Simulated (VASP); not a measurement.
Input:

```yaml
crystal:
  lattice:
    - [1.75750, -3.04407, 0.00000]
    - [1.75750, 3.04407, 0.00000]
    - [0.00000, 0.00000, 5.43474]
  atoms:
    - { symbol: Tm, position: [0.33333, 0.66667, 0.25000] }
    - { symbol: Tm, position: [0.66667, 0.33333, 0.75000] }
```

Level of theory: PBE GGA with D3 dispersion (Becke-Johnson damping), VASP's PBE PAW potentials (set 64) (plane waves; VASP 6.6.1). Numerical set-up: 520 eV cut-off, 13×13×8 Γ-centred mesh, tetrahedra with Blöchl corrections, potentials Tm_3.

The 4f electrons are frozen in the core of the lanthanide potential, so 4f levels, which can set the real gap, and their magnetism are missing.

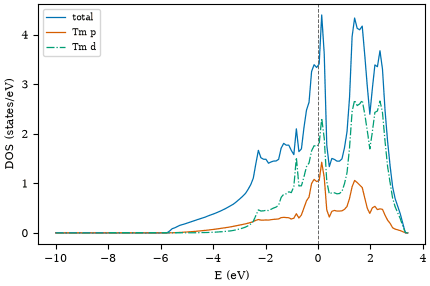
Figure: Total and projected density of states, zero at the Fermi level

Within 2 eV below the Fermi level the largest weight inside VASP's projection spheres is Tm d, then Tm p.

It has no gap at this level: it comes out as a metal or semimetal.

The compound is Tm in the hcp structure. It was relaxed first.
